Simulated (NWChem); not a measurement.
# H3NO (hydroxylamine) at PBE0/LANL2DZ

What is the electronic atomisation energy of H3NO (hydroxylamine) at PBE0/LANL2DZ? 

The results are computed with NWChem 7.3.0.

## Step 1: Starting point

H3NO: 5 atoms, total charge 0, spin state singlet. As SMILES, `NO`. Geometry: relaxed at PBE0-D4/def2-TZVP. This is one conformer, not always the lowest.

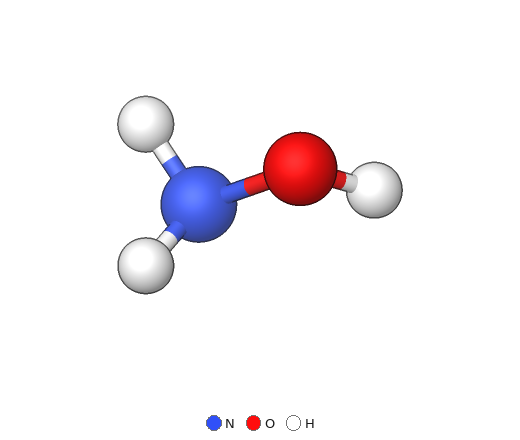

The structure, seen from a chosen angle (nitrogen blue, oxygen red, hydrogen white).

## Step 2: A single-point energy at PBE0/LANL2DZ (run 1)

Input file h3no.nw:

```
echo
start h3no
memory 2200 mb
charge 0

geometry units angstroms noautosym nocenter noautoz
N     -0.165120    -0.361290    -0.321170
O      0.364460     0.666040     0.508060
H     -0.162690    -1.190020     0.266770
H     -1.141650    -0.109840    -0.446210
H      1.105010     0.995100    -0.007440
end

basis spherical bse
N library LANL2DZ
O library LANL2DZ
H library LANL2DZ
end

dft
xc pbe0
grid fine
convergence energy 1e-08
maxiter 100
mulliken
noprint "final vectors analysis"
end

task dft energy
```

Command:

```console
$ nwchem h3no.nw > h3no.out
```

The program printed, cut to the lines that bear on the results:

```text
[...]
          Wavefunction type:  closed shell.
          No. of atoms     :     5
          No. of electrons :    18
[...]
          Charge           :     0
          Spin multiplicity:     1
[...]
          AO basis - number of functions:    24
[...]
              XC Information
              --------------
                         PBE0 Method XC Functional
                     Hartree-Fock (Exact) Exchange  0.250
          PerdewBurkeErnzerhof Exchange Functional  0.750
            Perdew 1991 LDA Correlation Functional  1.000 local
           PerdewBurkeErnz. Correlation Functional  1.000 non-local
[...]
 d= 0,ls=0.0,diis     1   -131.5214692309 -1.71D+02  2.59D-02  2.53D-01     0.3
[...]
 d= 0,ls=0.0,diis     7   -131.5517844240 -7.38D-09  1.62D-06  2.53D-10     1.3
         Total DFT energy =     -131.551784423950
      One electron energy =     -258.062783891163
           Coulomb energy =      103.382399849954
    Exchange-Corr. energy =      -16.465069644276
 Nuclear repulsion energy =       39.593669261536
[...]
      Total Density - Mulliken Population Analysis
     ---------------------------------------------
    Atom       Charge   Shell Charges
 -----------   ------   -------------------------------------------------------
    1 N    7     7.50   2.00  0.86  0.83  2.96  0.85
    2 O    8     8.49   2.00  0.94  0.93  3.42  1.20
    3 H    1     0.70   0.51  0.18
    4 H    1     0.70   0.51  0.18
    5 H    1     0.61   0.50  0.12
[...]
```

Wall time 1.9 s (1 thread of Intel Xeon 6975P-C (Granite Rapids), shared host); peak memory 0.11 GiB.

## Step 3: The H atom, same level (run 2)

Input file sp.nw:

```
start sp
title "H"
memory 2200 mb
geometry noautosym nocenter noautoz
H     0.000000    0.000000    0.000000
end
basis spherical bse
* library LANL2DZ
end
dft
xc pbe0
mult 2
grid fine
convergence energy 1e-08
maxiter 100
mulliken
noprint "final vectors analysis"
end
task dft energy
```

Run the same way, it converges to -0.49786 Eh (log not shown).

## Step 4: The N atom, same level (run 3)

Input file mymol.nw:

```
start mymol
title "hydroxylamine"
memory total 2200 mb

geometry units atomic noautosym nocenter noautoz
   N   0.00000000  0.00000000  0.00000000
end

basis spherical bse
   * library LANL2DZ
end

dft
   xc pbe0
   mult 4
   grid fine
   convergence energy 1e-08
   maxiter 100
   mulliken
   print low
end

task dft energy
```

Command:

```console
$ nwchem mymol.nw > mymol.out
```

The program printed, cut to the lines that bear on the results:

```text
[...]
 d= 0,ls=0.0,diis     1    -54.4985220196 -5.45D+01  4.83D-02  9.54D-02     0.1
[...]
 d= 0,ls=0.0,diis     6    -54.5372891269 -4.00D-10  5.83D-09  1.92D-15     0.2
[...]
         Total DFT energy =      -54.537289126947
      One electron energy =      -73.925558355864
           Coulomb energy =       26.123160287413
    Exchange-Corr. energy =       -6.734891058496
 Nuclear repulsion energy =        0.000000000000
[...]
      Total Density - Mulliken Population Analysis
     ---------------------------------------------
    Atom       Charge   Shell Charges
 -----------   ------   -------------------------------------------------------
    1 N    7     7.00   2.00  1.00  1.00  2.29  0.71
     --------------------------------------------
      Spin Density - Mulliken Population Analysis
     --------------------------------------------
    Atom       Charge   Shell Charges
 -----------   ------   -------------------------------------------------------
    1 N    7     3.00  -0.00  0.07 -0.07  2.29  0.71
[...]
      <S2> =      3.7518 (Exact =     3.7500)
[...]
```

Run time: 0.85 s. Hardware: 1 thread of Intel Xeon 6975P-C (Granite Rapids), shared host; peak memory 0.1 GiB.

## Step 5: The O atom (run 4)

Input file input.nw:

```
START input
memory stack 880 mb heap 220 mb global 1100 mb

GEOMETRY units angstrom noautosym nocenter noautoz
O      0.000000     0.000000     0.000000
END

BASIS spherical bse
* library LANL2DZ
END

DFT
xc pbe0
mult 3
grid fine
convergence energy 1e-08
maxiter 100
mulliken
print low
END

TASK dft energy
```

Run the same way, it converges to -75.00556 Eh (log not shown).

## Step 6: The series

```csv
run,level,partner,energy (Eh),wall time
1,PBE0/LANL2DZ,base,-131.551784,1.9 s
2,UPBE0/LANL2DZ,atoms,-0.497865,0.71 s
3,UPBE0/LANL2DZ,atoms,-54.537289,0.85 s
4,UPBE0/LANL2DZ,atoms,-75.005557,0.89 s
```

## Step 7: Summary of results

At PBE0/LANL2DZ:

```
                     quantity         value
         O atom: total energy  -75.00556 Eh
                 O atom: ⟨S²⟩         2.002
electronic atomisation energy     14.023 eV
```

In words: Taking the molecule apart into free atoms costs 14.02 eV (1353 kJ/mol), before zero-point energy and without spin-orbit coupling. The basis has no polarisation functions, which makes bonds too weak. All runs together took 4.4 s, the longest 1.9 s.
